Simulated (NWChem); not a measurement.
# One shape, several levels: C2HClF2 (SMILES FC(F)=CCl)

Aim: a comparison of 6 runs (HF/3-21G, PBE0/6-31G*, PBE0/def2-SVP, B3LYP/6-31G*, MP2/6-31G*, MP2/6-311+G**) of C2HClF2. 

The results are computed with NWChem 7.3.0.

## Step 1: The system as given

C2HClF2: 6 atoms, total charge 0, spin state singlet. SMILES: `FC(F)=CCl`. The coordinates come from a PBE0-D4/def2-TZVP relaxation.

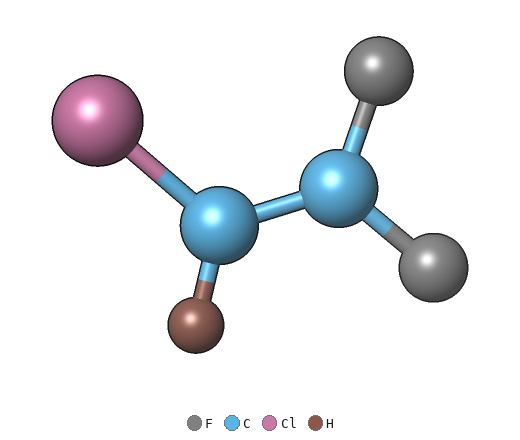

Viewed from a chosen angle; fluorine grey, carbon blue, chlorine pink, hydrogen brown.

## Step 2: Energy and gradient at HF/3-21G (run 1)

Contents of c2hclf2.nw:

```
start c2hclf2
title "C2HClF2 gradient"
memory 2200 mb
geometry noautosym nocenter noautoz
  F        0.901010      -0.810380       1.342040
  C        0.267650      -0.562200       0.220370
  F        0.192510      -1.632620      -0.522730
  C       -0.218360       0.626770      -0.086550
  Cl      -1.039010       0.926430      -1.552100
  H       -0.103800       1.452000       0.598970
end
basis spherical bse
  * library 3-21G
end
scf
  thresh 1e-08
  maxiter 80
end
task scf gradient
```

Command:

```sh
$ nwchem c2hclf2.nw > c2hclf2.out
```

The program printed:

```text
[...]
  functions       =    51
[...]
  wavefunction    = RHF
[...]
         Total SCF energy =   -730.942178170852
      One-electron energy =  -1435.679403878525
      Two-electron energy =    491.162336354455
 Nuclear repulsion energy =    213.574889353218
        Time for solution =      1.5s
[...]
                         RHF ENERGY GRADIENTS
    atom               coordinates                        gradient
                 x          y          z           x          y          z
   1 F       1.702662  -1.531396   2.536088   -0.010117   0.003951  -0.017926
   2 C       0.505785  -1.062404   0.416439    0.019327  -0.050115   0.010637
   3 F       0.363791  -3.085204  -0.987816    0.001801   0.018512   0.013848
   4 C      -0.412641   1.184424  -0.163556   -0.032998   0.024579  -0.051984
   5 Cl     -1.963444   1.750699  -2.933044    0.021110  -0.006968   0.038110
   6 H      -0.196154   2.743882   1.131889    0.000877   0.010041   0.007316
[...]
```

Run time: 2.5 s. Hardware: 1 thread of Intel Xeon Platinum 8488C (Sapphire Rapids), shared host; peak memory 0.099 GiB.

## Step 3: Energy and forces at PBE0/6-31G(d) (spherical functions) (run 2)

Contents of c2hclf2.nw:

```
START c2hclf2
memory 2200 mb
charge 0

GEOMETRY units angstroms noautosym nocenter noautoz
F     0.901010   -0.810380    1.342040
C     0.267650   -0.562200    0.220370
F     0.192510   -1.632620   -0.522730
C    -0.218360    0.626770   -0.086550
Cl   -1.039010    0.926430   -1.552100
H    -0.103800    1.452000    0.598970
END

BASIS "ao basis" spherical bse
* library 6-31G*
END

DFT
xc pbe0
grid xfine
convergence energy 1e-08
iterations 100
mulliken
print medium
END

TASK dft gradient
```

Command:

```sh
$ nwchem c2hclf2.nw > c2hclf2.out
```

The program printed:

```text
[...]
          Wavefunction type:  closed shell.
          No. of atoms     :     6
          No. of electrons :    48
[...]
          Charge           :     0
          Spin multiplicity:     1
[...]
          AO basis - number of functions:    76
[...]
              XC Information
              --------------
                         PBE0 Method XC Functional
                     Hartree-Fock (Exact) Exchange  0.250
          PerdewBurkeErnzerhof Exchange Functional  0.750
            Perdew 1991 LDA Correlation Functional  1.000 local
           PerdewBurkeErnz. Correlation Functional  1.000 non-local
[...]
 d= 0,ls=0.0,diis     1   -736.0879240449 -9.50D+02  1.75D-02  1.02D+00     2.3
[...]
 d= 0,ls=0.0,diis    10   -736.2025510789 -6.77D-09  4.29D-07  1.82D-09    19.2
         Total DFT energy =     -736.202551078938
      One electron energy =    -1441.183825074412
           Coulomb energy =      551.413864358203
    Exchange-Corr. energy =      -60.007479715948
 Nuclear repulsion energy =      213.574889353218
[...]
      Total Density - Mulliken Population Analysis
     ---------------------------------------------
    Atom       Charge   Shell Charges
 -----------   ------   -------------------------------------------------------
    1 F    9     9.27   2.00  0.94  3.30  1.03  1.98  0.02
    2 C    6     5.29   2.00  0.68  1.91  0.21  0.37  0.13
    3 F    9     9.25   2.00  0.94  3.30  1.03  1.97  0.02
    4 C    6     6.47   2.00  0.66  2.07  0.61  1.09  0.04
    5 Cl  17    16.96   2.00  2.00  5.97  1.40  3.60  0.53  1.42  0.04
    6 H    1     0.76   0.51  0.25
[...]
  wavefunction    = closed shell
                         DFT ENERGY GRADIENTS
    atom               coordinates                        gradient
                 x          y          z           x          y          z
   1 F       1.702662  -1.531396   2.536088   -0.001859  -0.000426  -0.003934
   2 C       0.505785  -1.062404   0.416439   -0.002112   0.003753  -0.002115
   3 F       0.363791  -3.085204  -0.987816    0.000982   0.003794   0.004058
   4 C      -0.412641   1.184424  -0.163556    0.000206  -0.004128  -0.001881
   5 Cl     -1.963444   1.750699  -2.933044    0.002701  -0.001366   0.004612
   6 H      -0.196154   2.743882   1.131889    0.000082  -0.001627  -0.000738
[...]
```

Run time: 25 s. Hardware: 1 thread of Intel Xeon Platinum 8488C (Sapphire Rapids), shared host; peak memory 0.13 GiB.

Runs 3 to 4 aren't shown in full; the table further down has their settings and results.

## Step 4: Energy and gradient at MP2/6-31G(d) (spherical functions) (run 5)

Contents of run.py:

```python
from ase import Atoms
from ase.calculators.nwchem import NWChem

mol = Atoms(['F', 'C', 'F', 'C', 'Cl', 'H'], positions=[
    [0.901010, -0.810380, 1.342040],
    [0.267650, -0.562200, 0.220370],
    [0.192510, -1.632620, -0.522730],
    [-0.218360, 0.626770, -0.086550],
    [-1.039010, 0.926430, -1.552100],
    [-0.103800, 1.452000, 0.598970],
])

calc = NWChem(
    label='work',
    theory='mp2',
    memory='2200 mb',
    basis='6-31G*',
    basispar='spherical bse',
    scf={'nopen': '0', 'rhf': None, 'thresh': '1e-08', 'maxiter': '80'},
    mp2={'freeze': 'core 9', 'tight': None},
)
mol.calc = calc

forces = mol.get_forces()
e = mol.get_potential_energy()
print(f"E = {e:.6f} eV")
print("forces (eV/A):")
for s, f in zip(mol.symbols, forces):
    print(f"{s:2s} {f[0]:10.5f} {f[1]:10.5f} {f[2]:10.5f}")
```

Command:

```sh
$ export ASE_NWCHEM_COMMAND="nwchem PREFIX.nwi > PREFIX.nwo"
$ python run.py
```

The program printed:

```text
E = -20009.565751 eV
forces (eV/A):
F     0.46917   -0.10840    0.87279
C    -0.07194    0.22811   -0.01661
F    -0.10464   -0.84013   -0.67409
C    -0.13807    0.61933    0.06906
Cl   -0.15745    0.05662   -0.28169
H     0.00298    0.04448    0.03054
```

The calculator wrote work.nwi:

```
title "work"

permanent_dir work

scratch_dir work

start work

geometry units angstrom nocenter noautosym noautoz
  F  9.0100999999999998e-01 -8.1037999999999999e-01 1.3420399999999999e+00
  C  2.6765000000000000e-01 -5.6220000000000003e-01 2.2037000000000001e-01
  F  1.9250999999999999e-01 -1.6326200000000000e+00 -5.2273000000000003e-01
  C  -2.1836000000000000e-01 6.2677000000000005e-01 -8.6550000000000002e-02
  Cl -1.0390100000000000e+00 9.2642999999999998e-01 -1.5521000000000000e+00
  H  -1.0380000000000000e-01 1.4520000000000000e+00 5.9897000000000000e-01
end

memory 2200 mb

basis spherical bse noprint
   * library 6-31G*
end

scf
  nopen 0
  rhf
  thresh 1e-08
  maxiter 80
end
mp2
  freeze core 9
  tight
end

task mp2 gradient
```

work.nwo:

```text
Northwest Computational Chemistry Package (NWChem) 7.3.0
             --------------------------------------------------------

           Job information
           ---------------

    nwchem branch   = 7.3.0
    use scalapack   = T
    input           = work.nwi
    prefix          = work.
    data base       = work/work.db
    status          = startup
    nproc           =        1

           Memory information
           ------------------

    heap     =     72089598 doubles =      550.0 Mbytes
    stack    =     72089595 doubles =      550.0 Mbytes
    global   =    144179200 doubles =     1100.0 Mbytes (distinct from heap & stack)
    total    =    288358393 doubles =     2200.0 Mbytes
    verify   = yes
    hardfail = no

[... 122 lines left out ...]
 1-e energy   =   -1440.378197
[... 9 lines left out ...]
 Convergence threshold     :          1.000E-08
[... 16 lines left out ...]
         Total SCF energy =   -734.626286390116
[... 2 lines left out ...]
 Nuclear repulsion energy =    213.574889353218
[... 341 lines left out ...]
 CPHF converged to   9.3D-07 in   11 iters
[... 91 lines left out ...]
  MP2 natural orbitals output to work/work.mp2nos
[... 12 lines left out ...]
                 ----------------------------------------
                 |  Time  |  1-e(secs)   |  2-e(secs)   |
                 ----------------------------------------
                 |  CPU   |       0.00   |       2.52   |
                 ----------------------------------------
                 |  WALL  |       0.00   |       2.52   |
                 ----------------------------------------
 -----------------------
 Task  times  cpu:       25.8s     wall:       25.8s
 Total times  cpu:       25.8s     wall:       25.8s
```

It took 27 s on 1 thread of Intel Xeon Platinum 8488C (Sapphire Rapids), shared host; peak memory 0.22 GiB.

## Step 5: Energy and forces at MP2/6-311+G(d,p) (run 6)

Contents of c2hclf2.nw:

```
start c2hclf2
title "C2HClF2"
memory 2200 mb
geometry noautosym nocenter noautoz
F     0.901010   -0.810380    1.342040
C     0.267650   -0.562200    0.220370
F     0.192510   -1.632620   -0.522730
C    -0.218360    0.626770   -0.086550
Cl   -1.039010    0.926430   -1.552100
H    -0.103800    1.452000    0.598970
end
basis spherical bse
F library 6-311+G**
C library 6-311+G**
Cl library 6-311+G**
H library 6-311+G**
end
scf
singlet
rhf
thresh 1e-08
maxiter 80
end
mp2
freeze core 9
tight
end
task mp2 gradient
```

Command:

```sh
$ nwchem c2hclf2.nw > c2hclf2.out
```

The program printed:

```text
[...]
  functions       =   124
[...]
  wavefunction    = RHF
[...]
         Total SCF energy =   -734.735481448458
      One-electron energy =  -1440.410908931771
      Two-electron energy =    492.100538130095
 Nuclear repulsion energy =    213.574889353218
        Time for solution =     30.9s
[...]
          Total MP2 energy          -735.554683627590
[...]
                         mp2 ENERGY GRADIENTS
    atom               coordinates                        gradient
                 x          y          z           x          y          z
   1 F       1.702662  -1.531396   2.536088   -0.004390   0.001294  -0.008013
   2 C       0.505785  -1.062404   0.416439   -0.001680   0.003670  -0.001302
   3 F       0.363791  -3.085204  -0.987816    0.000839   0.007333   0.005735
   4 C      -0.412641   1.184424  -0.163556    0.002940  -0.011433  -0.000497
   5 Cl     -1.963444   1.750699  -2.933044    0.002563  -0.000864   0.004616
   6 H      -0.196154   2.743882   1.131889   -0.000272  -0.000000  -0.000540
[...]
```

Run time: 79 s. Hardware: 1 thread of Intel Xeon Platinum 8488C (Sapphire Rapids), shared host; peak memory 0.67 GiB.

## Step 6: All runs side by side

| run | level | iteration cap | module | energy (Eh) | dipole moment (D) | HOMO energy (eV) | LUMO energy (eV) | wall time |
| --- | --- | --- | --- | --- | --- | --- | --- | --- |
| 1 | HF/3-21G | 80 | scf | -730.942178 | 1.38 | -10.49 | 4.40 | 2.5 s |
| 2 | PBE0/6-31G* (spherical functions) | 100 | dft | -736.202551 | 1.05 | -7.19 | 0.60 | 25 s |
| 3 | PBE0/def2-SVP | 100 | dft | -735.873700 | 0.96 | -7.30 | 0.38 | 22 s |
| 4 | B3LYP/6-31G* (Cartesian functions) | 100 | dft | -736.645397 | 1.03 | -6.91 | 0.39 | 29 s |
| 5 | MP2/6-31G* (spherical functions) | 80 | mp2 | -735.337984 | 1.07 | -10.22 | 4.75 | 27 s |
| 6 | MP2/6-311+G** | 80 | mp2 | -735.554684 | 1.06 | -10.46 | 1.83 | 79 s |

## Step 7: Outcome

| quantity | value |
| --- | --- |
| run 6: total energy | -735.55468 Eh |
| run 6: dipole moment (of the density that the program reports) | 1.06 D |
| run 6: HOMO energy (Hartree–Fock orbitals) | -10.46 eV |
| run 6: LUMO energy (Hartree–Fock orbitals) | 1.83 eV |
| run 6: HOMO–LUMO gap (Hartree–Fock orbitals) | 12.28 eV |
| run 6: correlation energy (9 core orbitals frozen) | -819.2 mEh |
| run 6: largest force on an atom | 0.608 eV/Å |

What this shows: The dipole moment (its size) runs from 0.96 D (PBE0/def2-SVP) to 1.38 D (HF/3-21G). The two ends differ in method and basis. Over runs 1, 2, 3, 4 the HOMO–LUMO gap runs from 7.30 eV (B3LYP/6-31G*) to 14.88 eV (HF/3-21G). Totals of different functionals can't be ranked against each other. All runs together took 3.1 min, the longest 79 s.
